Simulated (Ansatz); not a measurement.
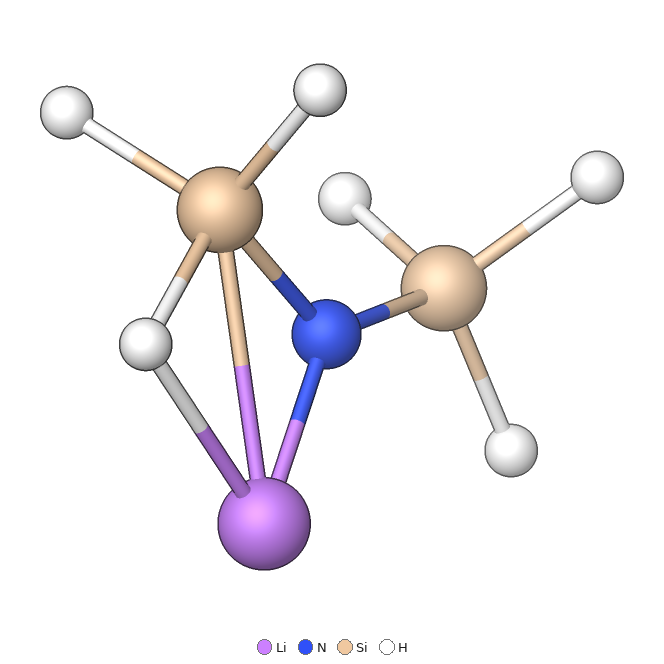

Ball-and-stick drawing of a structure.

The computed structure is the end point of a PBE0-D4/def2-TZVP optimisation.

What does the picture show?

The molecule is H₆LiNSi₂. This geometry has Cs symmetry. Coordination, clear cases only: 1 Si tetrahedral.

More results for the same structure follow; atom numbers are the same in all pictures, views and colours differ.

### Geometry

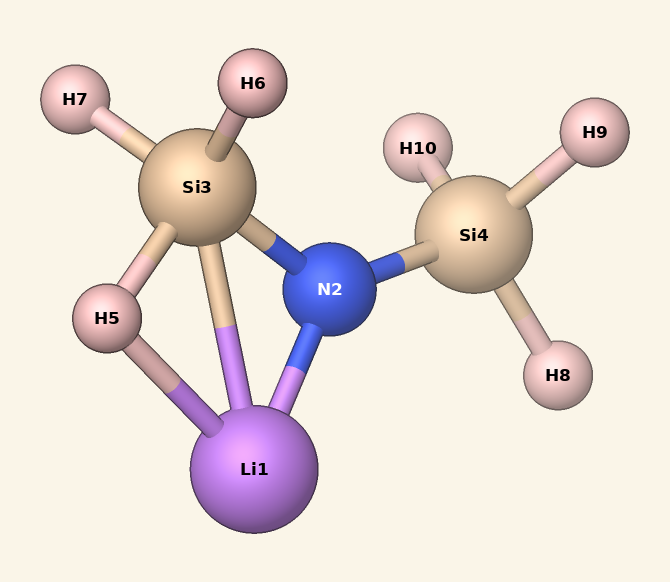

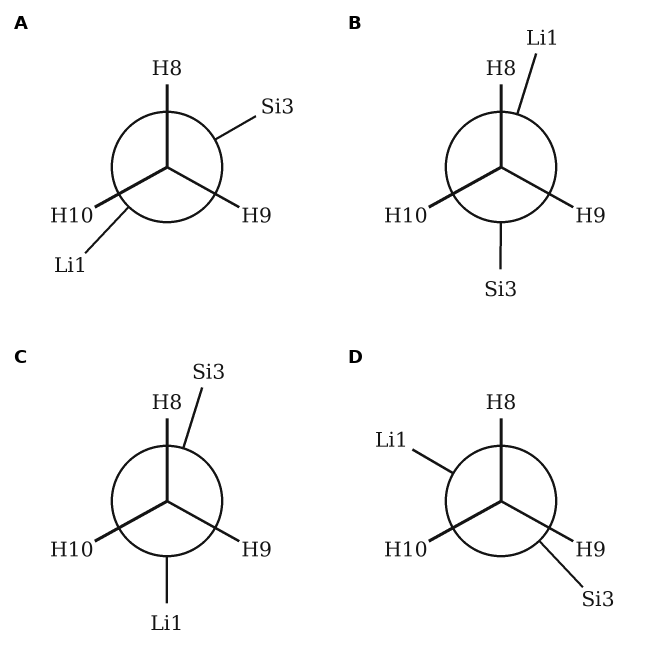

Distant atoms are faded towards the background colour. Bonds that would overlap in a projection are set slightly apart.

**Which Newman projection shows the view along Si4–N2, with Si4 in front?**

B. The torsion angle H8–Si4–N2–Si3 is 180°, antiperiplanar (anti).

### Electronic properties

Level of theory: RKS BLYP-D4/def2-TZVPP (Ansatz 0.2.0).

Computed properties:

- HOMO energy (Kohn–Sham orbital): −5.12 eV
- LUMO energy (Kohn–Sham orbital): −1.79 eV
- HOMO–LUMO gap: 3.33 eV
- dispersion correction: −48.1 kJ/mol

### Dipole moment

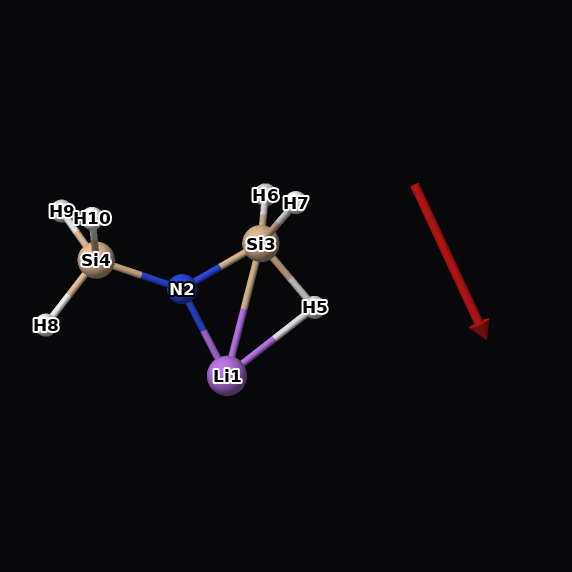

The arrow beside the molecule shows the direction of the dipole moment, from the negative to the positive end (its length means nothing). Properties computed with RKS PBE0-D4/def2-TZVP (Ansatz 0.2.0).

**How large is the dipole moment?**

5.71 D; it points from the side of H9, H10 to the side of Li1 (the outermost atoms at the two ends).

### Charges

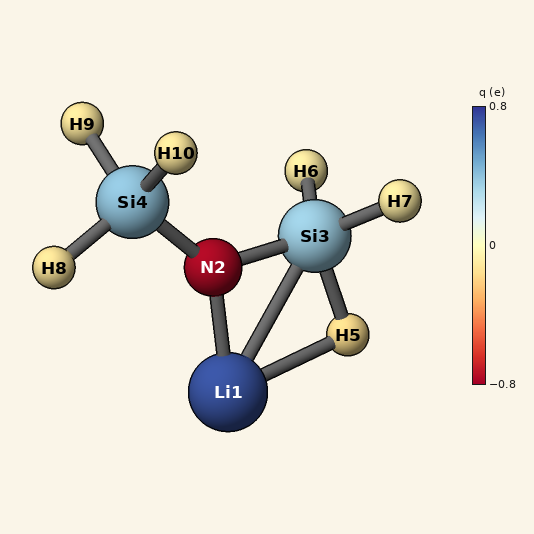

Atoms are coloured by their Mulliken charges. Level of theory: RKS B3LYP-D4/def2-TZVPP (Ansatz 0.2.0).

**Which atom carries the highest charge (most positive or least negative)?**

Li1 (0.72 e).

**And the lowest?**

N2 (−0.76 e).

List the Mulliken charges.

```tsv
atom	value (e)
Li1	0.72
N2	−0.76
Si3	0.35
Si4	0.38
H5	−0.16
H6	−0.09
H7	−0.09
H8	−0.12
H9	−0.11
H10	−0.11
```

Mulliken values depend strongly on the basis set and can even reverse the polarity of a bond.
